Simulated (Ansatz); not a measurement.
## Electronic structure of C2H5Ge (SMILES C[CH2][Ge]) (doublet) in real space

The calculation's input:

```
crystal:
  periodic: [false, false, false]
  atoms:
    - {symbol: C, position_ang: [0.480190, -0.207361, 0.327239]}
    - {symbol: C, position_ang: [1.467448, -1.314835, 0.696498]}
    - {symbol: Ge, position_ang: [3.057053, -1.616094, -0.472056]}
    - {symbol: H, position_ang: [0.956386, 0.785632, 0.369002]}
    - {symbol: H, position_ang: [-0.388480, -0.181843, 1.008140]}
    - {symbol: H, position_ang: [0.094261, -0.334907, -0.696999]}
    - {symbol: H, position_ang: [1.824332, -1.210836, 1.740397]}
    - {symbol: H, position_ang: [0.970272, -2.310336, 0.686681]}
basis:
  gaussian:
    orbitals: def2-TZVPD
output:
  forces: true
  orbitals: {seedname: orbitals}
hamiltonian:
  xc: pbe0
magnetization:
  spin_polarized: true
  initial_magnetization: 1
```

Command:

```sh
ansatz run input.yaml --threads 2 --pin off --max-ram 4350MiB --events-out events.jsonl --progress --plain --runs-dir runs
```

Geometry: r2SCAN-D4/def2-SVP.

Method: Ansatz, isolated molecule in a Gaussian basis; Kohn-Sham density functional theory, functional PBE0.

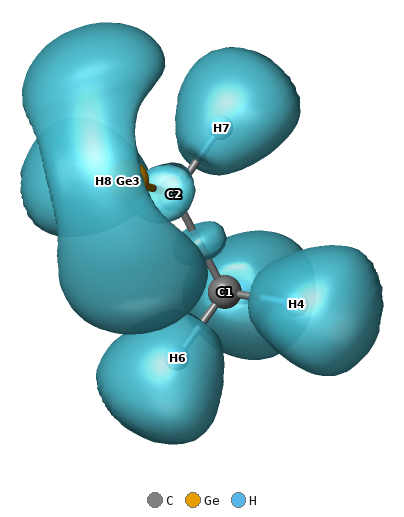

Figure 1. Isosurface of the electron localisation function at 0.85 (cyan), seen at an oblique angle. Core shells and regions of very low density are left out.

### Describe the localisation domains.

The ELF exceeds this value in one region between bonded C–C atoms (shared pairs), five regions around hydrogen nuclei, one lobe of the valence shell of C pointing towards Ge (polar bonds) and one region wrapped around Ge (its valence shell).


C–C (1.53 Å): the ELF peaks at about 0.95 between the atoms: a shared electron pair. C–Ge (2.00 Å): the ELF peaks at about 0.90 in the valence shell of C, 0.7 Å from its nucleus, and is about 0.70 at the midpoint.

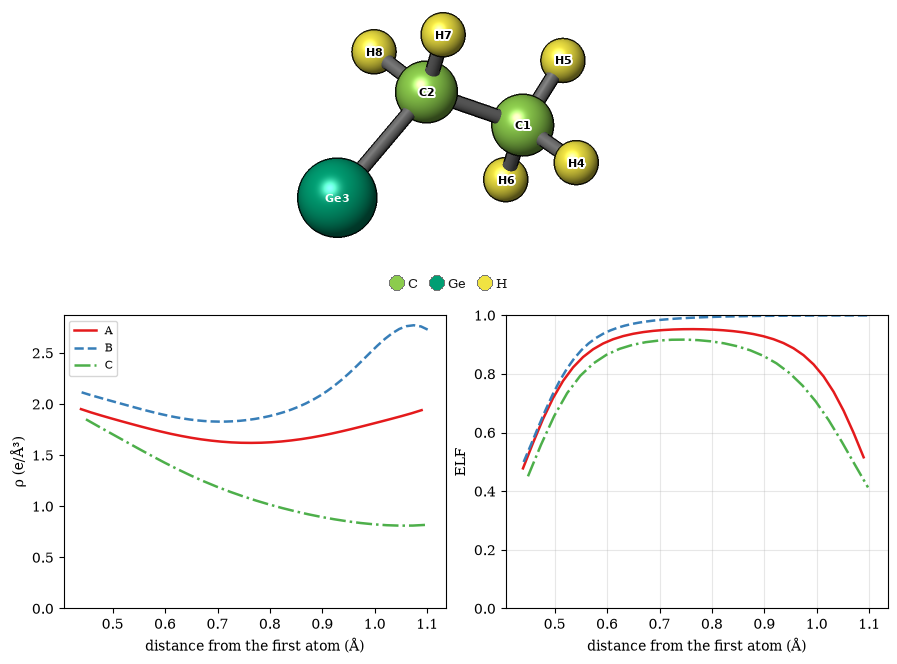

Figure 2. Total electron density and electron localisation function along straight lines between neighbouring atoms. The curves leave out the atomic cores. The structure is drawn too.

### Which curve belongs to which contact (C–C, C–Ge and C–H)? The first atom named is at distance zero.

Curve A: C–C (1.53 Å): ρ at the midpoint is about 1.6 e/Å³; the ELF peaks at about 0.95 between the atoms (localised, covalent bonding). Curve B: C–H (1.10 Å): the density is about 2 e/Å³ at the midpoint; the ELF climbs to about 1 towards the hydrogen, as it does in any bond to H; an ordinary covalent bond to hydrogen. Curve C: C–Ge (2.00 Å): the density is about 0.82 e/Å³ at the midpoint; the ELF peaks at about 0.90 in the valence shell of C, 0.7 Å from its nucleus, and is about 0.70 at the midpoint.

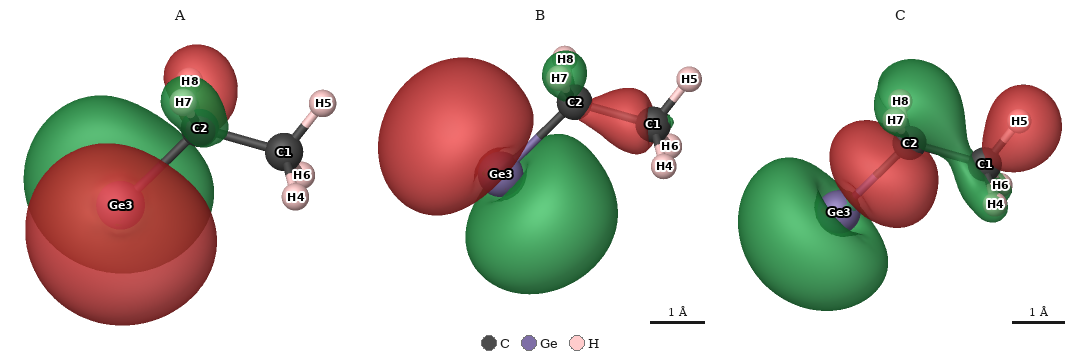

Figure 3. Three frontier orbitals at ±0.08 Å⁻³ᐟ² (green and red are the two phases), in no order.

### Order the three orbitals by energy and name them. All are α orbitals.

C is the HOMO−1 (α) (−6.99 eV). By Hirshfeld shares it lies mainly on Ge3 (about 50 %) and C2 (about 30 %). B is the HOMO (α) (−4.80 eV). It lies mainly on Ge3 (about 90 %). A is the LUMO (α) (−2.64 eV). By Hirshfeld shares it lies mainly on Ge3 (about 90 %).

### What is the gap between the highest occupied and lowest empty α orbitals?

2.16 eV between the orbital energies.
